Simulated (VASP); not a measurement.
# Absorption of TiO2 (Rutile) from time-dependent hybrids

Which functionals bind an exciton in TiO2 (Rutile)? The cell is of the rutile type, one of the forms listed for this formula. The start is a cell from a database of measured crystal structures.

Method: LDA, no spin polarisation; plane waves and PAW (Ti_sv, O), in the first sound run; inputs show where later runs differ, in VASP 6.6.1.

## 1. Set-up

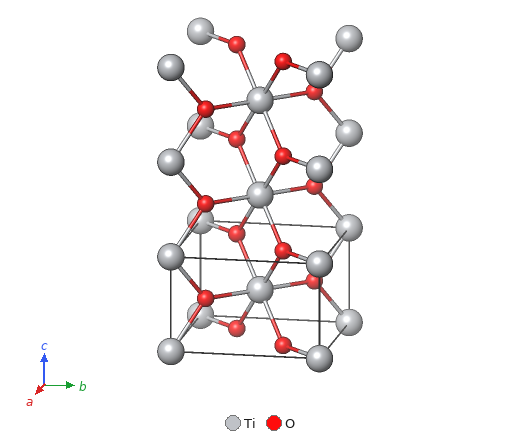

The starting structure, seen slightly off an axis (titanium light grey, oxygen red). 1×1×3 cells are drawn. Some periodic images of atoms are drawn too.

Coordinates:

```
Ti O
1.0
     4.59220    0.00000    0.00000
     0.00000    4.59220    0.00000
     0.00000    0.00000    2.95740
Ti O
2 4
Direct
  0.50000 0.50000 0.50000
  0.00000 0.00000 0.00000
  0.80496 0.19504 0.50000
  0.69504 0.69504 0.00000
  0.19504 0.80496 0.50000
  0.30496 0.30496 0.00000
```

## 2. Ground state at LDA

The orbitals come from a self-consistent LDA run. EDIFF is tight for accurate orbitals, and a narrow smearing avoids fractional occupations.

The input, INCAR:

```
SYSTEM = TiO2
PREC = Accurate
ENCUT = 420
EDIFF = 1E-08
NELM = 100
ISMEAR = 0
SIGMA = 0.01
LREAL = .FALSE.
ALGO = Normal
GGA = CA
NBANDS = 30
LASPH = .TRUE.
LORBIT = 11
LWAVE = .TRUE.
LCHARG = .FALSE.
KPAR = 8
```

The input, POSCAR:

```
TiO2
1.0
    4.5922000000      0.0000000000      0.0000000000
    0.0000000000      4.5922000000      0.0000000000
    0.0000000000      0.0000000000      2.9574000000
Ti O
2 4
Direct
    0.5000000000      0.5000000000      0.5000000000
    0.0000000000      0.0000000000      0.0000000000
    0.8049600000      0.1950400000      0.5000000000
    0.6950400000      0.6950400000      0.0000000000
    0.1950400000      0.8049600000      0.5000000000
    0.3049600000      0.3049600000      0.0000000000
```

The input, KPOINTS:

```
Automatic mesh
0
Gamma
4 4 6
0 0 0
```

The projector-augmented-wave data sets are Ti_sv and O (PBE family, release 64).

On the command line:

```console
$ mpirun -np 8 vasp_std
```

Log:

```text
[banner, memory and clock lines left out]
running    8 mpi-ranks, on    1 nodes
 distrk:  each k-point on    1 cores,    8 groups
 distr:  one band on    1 cores,    1 groups

 POSCAR found type information on POSCAR TiO
 POSCAR found :  2 types and       6 ions
|                                                                             |
|           W    W    AA    RRRRR   N    N  II  N    N   GGGG   !!!           |
|           W    W   A  A   R    R  NN   N  II  NN   N  G    G  !!!           |
|           W    W  A    A  R    R  N N  N  II  N N  N  G       !!!           |
|           W WW W  AAAAAA  RRRRR   N  N N  II  N  N N  G  GGG   !            |
|           WW  WW  A    A  R   R   N   NN  II  N   NN  G    G                |
|           W    W  A    A  R    R  N    N  II  N    N   GGGG   !!!           |
|                                                                             |
|     For optimal performance we recommend to set                             |
|       NCORE = 2 up to number-of-cores-per-socket                            |
|     NCORE specifies how many cores store one orbital (NPAR=cpu/NCORE).      |
|     This setting can greatly improve the performance of VASP for DFT.       |
|     The default, NCORE=1 might be grossly inefficient on modern             |
|     multi-core architectures or massively parallel machines. Do your        |
|     Unfortunately you need to use the default for GW and RPA                |
|     calculations (for HF NCORE is supported but not extensively tested      |
|     yet).                                                                   |
|                                                                             |

|                                                                             |
|               ----> ADVICE to this user running VASP <----                  |
|                                                                             |
|     You enforced a specific xc type in the INCAR file but a different       |
|     [... a line on the potential file left out ...]
|     I HOPE YOU KNOW WHAT YOU ARE DOING!                                     |
|                                                                             |

 LDA part: xc-table for (Slater(with rela. corr.)+CA(PZ))
 , standard interpolation
 POSCAR, INCAR and KPOINTS ok, starting setup
 FFT: planning ... GRIDC
 FFT: planning ... GRID_SOFT
 FFT: planning ... GRID
 WAVECAR not read
 entering main loop
       N       E                     dE             d eps       ncg     rms          rms(c)
DAV:   1     0.599136979287E+03    0.59914E+03   -0.21684E+04  1440   0.163E+03
DAV:   2     0.145565690542E+02   -0.58458E+03   -0.55484E+03  1672   0.508E+02
DAV:   3    -0.712446971265E+02   -0.85801E+02   -0.84783E+02  2148   0.187E+02
DAV:   4    -0.753239028977E+02   -0.40792E+01   -0.40751E+01  1950   0.395E+01
DAV:   5    -0.754882195390E+02   -0.16432E+00   -0.16430E+00  1926   0.628E+00    0.315E+01
DAV:   6    -0.596212858284E+02    0.15867E+02   -0.95808E+01  1758   0.957E+01    0.118E+01
DAV:   7    -0.592140162789E+02    0.40727E+00   -0.14911E+01  1730   0.320E+01    0.849E+00
DAV:   8    -0.591495364983E+02    0.64480E-01   -0.41605E+00  1684   0.203E+01    0.469E+00
DAV:   9    -0.589059322177E+02    0.24360E+00   -0.15514E+00  1684   0.121E+01    0.118E+00
DAV:  10    -0.589126205606E+02   -0.66883E-02   -0.11920E-01  1786   0.266E+00    0.458E-01
DAV:  11    -0.589092887387E+02    0.33318E-02   -0.14605E-02  1682   0.880E-01    0.849E-02
DAV:  12    -0.589094469845E+02   -0.15825E-03   -0.13231E-03  1600   0.380E-01    0.148E-01
DAV:  13    -0.589092420346E+02    0.20495E-03   -0.67537E-04  1758   0.240E-01    0.301E-02
DAV:  14    -0.589092400653E+02    0.19693E-05   -0.33570E-05  1812   0.490E-02    0.110E-02
DAV:  15    -0.589092404026E+02   -0.33726E-06   -0.29530E-06  2070   0.114E-02    0.283E-03
DAV:  16    -0.589092403401E+02    0.62508E-07   -0.42653E-07  1758   0.395E-03    0.174E-03
DAV:  17    -0.589092403336E+02    0.64547E-08   -0.67992E-08  1736   0.280E-03
   1 F= -.58909240E+02 E0= -.58909240E+02  d E =-.210099-148
 writing wavefunctions
```

It took 3.8 s on 8 MPI ranks of Intel Xeon 6975P-C (Granite Rapids), shared host; peak memory 1.2 GiB; 25 s of CPU time.

Lines that name or quote the potential files are left out of all logs, and their timing lines are given in words.

OUTCAR, selected parts (step 2):

```text
ion  position               nearest neighbor table
   1  0.500  0.500  0.500-   4 1.95   6 1.95   4 1.95   6 1.95   5 1.98   3 1.98
   2  0.000  0.000  0.000-   3 1.95   5 1.95   3 1.95   5 1.95   4 1.98   6 1.98
   3  0.805  0.195  0.500-   2 1.95   2 1.95   1 1.98
   4  0.695  0.695  0.000-   1 1.95   1 1.95   2 1.98
   5  0.195  0.805  0.500-   2 1.95   2 1.95   1 1.98
   6  0.305  0.305  0.000-   1 1.95   1 1.95   2 1.98

  LATTYP: Found a simple tetragonal cell.
 ALAT       =     4.5922000000
 C/A-ratio  =     0.6440050520

 Subroutine GETGRP returns: Found 16 space group operations
 (whereof  8 operations were pure point group operations)

The static configuration has the point symmetry D_2h.
 The point group associated with its full space group is D_4h.

 Found     24 irreducible k-points:

   k-points           NKPTS =     24   k-points in BZ     NKDIM =     24   number of bands    NBANDS=     30

   dimension x,y,z NGX =    32 NGY =   32 NGZ =   20
   dimension x,y,z NGXF=    64 NGYF=   64 NGZF=   40

   ENCUT  =  420.0 eV  30.87 Ry    5.56 a.u.   7.67  7.67  4.94*2*pi/ulx,y,z

   NELECT =      48.0000    total number of electrons

 k-points in reciprocal lattice and weights: Automatic mesh
   0.00000000  0.00000000  0.00000000       0.010
   0.25000000  0.00000000  0.00000000       0.042
   0.50000000  0.00000000  0.00000000       0.021
   0.25000000  0.25000000  0.00000000       0.042
   0.50000000  0.25000000  0.00000000       0.042
   0.50000000  0.50000000  0.00000000       0.010
   0.00000000  0.00000000  0.16666667       0.021
   0.25000000  0.00000000  0.16666667       0.083
   0.50000000  0.00000000  0.16666667       0.042
[...]
0.50000000  0.25000000  0.50000000       0.042
   0.50000000  0.50000000  0.50000000       0.010

 average (electrostatic) potential at core
       1 -75.8641       2 -75.8641       3 -69.2834       4 -69.2834       5 -69.2834
       6 -69.2834

 E-fermi :   4.6719

 k-point     1 :       0.0000    0.0000    0.0000
  band No.  band energies     occupation
    ...
     20       2.4903      2.00000
     21       3.7856      2.00000
     22       4.0376      2.00000
     23       4.0376      2.00000
     24       4.4895      2.00000
     25       6.2711      0.00000
     26       6.5703      0.00000
     27       6.8206      0.00000
     28       6.9096      0.00000
     29       6.9096      0.00000
    ...

 k-point     2 :       0.2500    0.0000    0.0000
  band No.  band energies     occupation
    ...
     20       2.5322      2.00000
     21       3.0326      2.00000
     22       3.4152      2.00000
     23       3.6589      2.00000
     24       4.2549      2.00000
     25       6.5754      0.00000
     26       6.8991      0.00000
     27       7.1411      0.00000
     28       7.2138      0.00000
     29       7.2362      0.00000
    ...

 k-point     3 :       0.5000    0.0000    0.0000
  band No.  band energies     occupation
    ...
     20       1.4206      2.00000
     21       2.8279      2.00000
     22       2.8279      2.00000
     23       3.7322      2.00000
     24       3.7322      2.00000
     25       6.9555      0.00000
     26       6.9555      0.00000
     27       7.4442      0.00000
     28       7.4442      0.00000
     29       8.0098      0.00000
    ...

  Total       -4.0455248     -4.0455248     -5.0921513      0.0000000      0.0000000      0.0000000
  in kB     -103.9282919   -103.9282919   -130.8158069      0.0000000      0.0000000      0.0000000
  external PRESSURE =    -112.8907969 kB  Pullay stress =       0.0000000 kB

  energy-cutoff  :      420.00
  volume of cell :       62.37
      direct lattice vectors                 reciprocal lattice vectors
     4.592200000  0.000000000  0.000000000     0.217760550  0.000000000  0.000000000
     0.000000000  4.592200000  0.000000000     0.000000000  0.217760550  0.000000000
     0.000000000  0.000000000  2.957400000     0.000000000  0.000000000  0.338134848

 POSITION                                       TOTAL-FORCE (eV/Angst)
 -----------------------------------------------------------------------------------
      2.29610      2.29610      1.47870        -0.000000      0.000000      0.000000
      0.00000      0.00000      0.00000        -0.000000      0.000000      0.000000
      3.69654      0.89566      1.47870        -0.004196      0.004196     -0.000000
      3.19176      3.19176      0.00000         0.004196      0.004196     -0.000000
      0.89566      3.69654      1.47870         0.004196     -0.004196      0.000000
      1.40044      1.40044      0.00000        -0.004196     -0.004196      0.000000
 -----------------------------------------------------------------------------------
    total drift:                                0.000000     -0.000000     -0.000000

  FREE ENERGIE OF THE ION-ELECTRON SYSTEM (eV)
  ---------------------------------------------------
  free  energy   TOTEN  =       -58.9092403336 eV

  energy  without entropy=      -58.9092403336  energy(sigma->0) =      -58.90924033

 total charge
# of ion       s       p       d       tot
------------------------------------------
    1        2.224   6.309   1.747  10.280
    2        2.224   6.309   1.747  10.280
    3        1.578   3.483   0.000   5.061
    4        1.578   3.483   0.000   5.061
    5        1.578   3.483   0.000   5.061
    6        1.578   3.483   0.000   5.061
--------------------------------------------------
tot         10.760  26.550   3.493  40.804

[... 3 further parts left out ...]
```

The gap is read on the k-mesh alone, so it is an upper bound where the band edges lie off the mesh. The PAW data sets were made with PBE, though LDA sets exist; this is a small mismatch.

A gap read on the k-mesh alone can miss the band edges.

This step gave:

| Item | Value |
| --- | --- |
| free energy (TOTEN) | -58.9092 eV |
| Fermi energy | 4.672 eV |
| pressure | -11.29 GPa |
| gap on the k-mesh | 1.782 eV |
| least direct gap on the k-mesh | 1.782 eV |

## 3. Empty bands, functional LDA

ALGO = Exact diagonalises the converged Hamiltonian in one step, and LOPTICS writes the k-derivatives of the orbitals (WAVEDER), which give the transition dipoles.

The input, INCAR:

```
SYSTEM = TiO2
PREC = Accurate
ENCUT = 420
ISMEAR = 0
SIGMA = 0.01
LREAL = .FALSE.
GGA = CA
NBANDS = 40
LASPH = .TRUE.
ALGO = Exact
NELM = 1
LWAVE = .TRUE.
LCHARG = .FALSE.
LOPTICS = .TRUE.
NEDOS = 1000
CSHIFT = 0.1
```

POSCAR is that of step 2.

KPOINTS is that of step 2.

On the command line:

```console
$ mpirun -np 8 vasp_std
```

Log:

```text
[banner, memory and clock lines left out]
running    8 mpi-ranks, on    1 nodes
 distrk:  each k-point on    8 cores,    1 groups
 distr:  one band on    1 cores,    8 groups

 POSCAR found type information on POSCAR TiO
 POSCAR found :  2 types and       6 ions
 [... a notice as in an earlier step ...]

 [... a notice as in an earlier step ...]

 LDA part: xc-table for (Slater(with rela. corr.)+CA(PZ))
 , standard interpolation
 found WAVECAR, reading the header
  number of bands has changed, file:    30 present:    40
  trying to continue reading WAVECAR, but it might fail
 POSCAR, INCAR and KPOINTS ok, starting setup
 FFT: planning ... GRIDC
 FFT: planning ... GRID_SOFT
 FFT: planning ... GRID
 reading WAVECAR
 random initialization beyond band           30
 the WAVECAR file was read successfully
 initial charge from wavefunction
 entering main loop
       N       E                     dE             d eps       ncg     rms          rms(c)
DIA:   1    -0.589092403579E+02   -0.58909E+02    0.00000E+00     0   0.000E+00
   1 F= -.58909240E+02 E0= -.58909240E+02  d E =-.371436E-57
 writing wavefunctions
 optical routines
 imaginary and real dielectric function
 recalculating local potential from charge density
 direction            1
 direction            2
 direction            3
```

Run time: 12 s. Hardware: 8 MPI ranks; peak memory 1.9 GiB; 87 s of CPU time.

Parts of OUTCAR (step 3):

```text
 Found     24 irreducible k-points:

   k-points           NKPTS =     24   k-points in BZ     NKDIM =     24   number of bands    NBANDS=     40

   NELECT =      48.0000    total number of electrons

 E-fermi :   4.6004

 k-point     1 :       0.0000    0.0000    0.0000
  band No.  band energies     occupation
    ...
     20       2.4904      2.00000
     21       3.7857      2.00000
     22       4.0377      2.00000
     23       4.0377      2.00000
     24       4.4897      2.00000
     25       6.2710      0.00000
     26       6.5703      0.00000
     27       6.8205      0.00000
     28       6.9095      0.00000
     29       6.9095      0.00000
    ...

 k-point     2 :       0.2500    0.0000    0.0000
  band No.  band energies     occupation
    ...
     20       2.5324      2.00000
     21       3.0328      2.00000
     22       3.4153      2.00000
     23       3.6590      2.00000
     24       4.2550      2.00000
     25       6.5754      0.00000
     26       6.8991      0.00000
     27       7.1410      0.00000
     28       7.2138      0.00000
     29       7.2362      0.00000
    ...

  Total       -4.0493249     -4.0493249     -5.0972935     -0.0000000      0.0000000      0.0000000
  in kB     -104.0259166   -104.0259166   -130.9479084     -0.0000000      0.0000000      0.0000000
  external PRESSURE =    -112.9999139 kB  Pullay stress =       0.0000000 kB

 POSITION                                       TOTAL-FORCE (eV/Angst)
 -----------------------------------------------------------------------------------
      2.29610      2.29610      1.47870         0.000000      0.000000      0.000000
      0.00000      0.00000      0.00000         0.000000      0.000000      0.000000
      3.69654      0.89566      1.47870        -0.004186      0.004186      0.000000
      3.19176      3.19176      0.00000         0.004186      0.004186      0.000000
      0.89566      3.69654      1.47870         0.004186     -0.004186      0.000000
      1.40044      1.40044      0.00000        -0.004186     -0.004186      0.000000
 -----------------------------------------------------------------------------------
    total drift:                                0.000000     -0.000000     -0.000000

  FREE ENERGIE OF THE ION-ELECTRON SYSTEM (eV)
  ---------------------------------------------------
  free  energy   TOTEN  =       -58.9092403579 eV

  energy  without entropy=      -58.9092403579  energy(sigma->0) =      -58.90924036

 plasma frequency squared (from intraband transitions) (eV^2)
  --------------------------------------------------------------------------------------
       0.000      -0.000       0.000
      -0.000       0.000       0.000
       0.000       0.000       0.000

[... 8 parts as in an earlier step ...]

[... 5 further parts left out ...]
```

WAVECAR now holds 40 bands for 48 electrons. Its independent-particle dielectric tensor has xx, yy, zz = 7.5, 7.5, 9.1 on this mesh, which isn't tested for convergence in mesh or bands and lacks local fields.

[end of part 1 of 4]

[Lines on the potential files, build, host, timing and source positions are cut from VASP's logs without a mark.]

[Logs are printed without paths, hosts, clocks, repeated set-up lines and the standing remarks that a program may print on its own settings, such as how far it seeks lower states.]

[Hosts, paths, dates, database ids (printed as entryN), source tags and the programs' standing remarks are cut or masked in the printed files.]

[Pressures printed for these runs are not shown converged in the cutoff: they can be off by several GPa and have the wrong sign.]
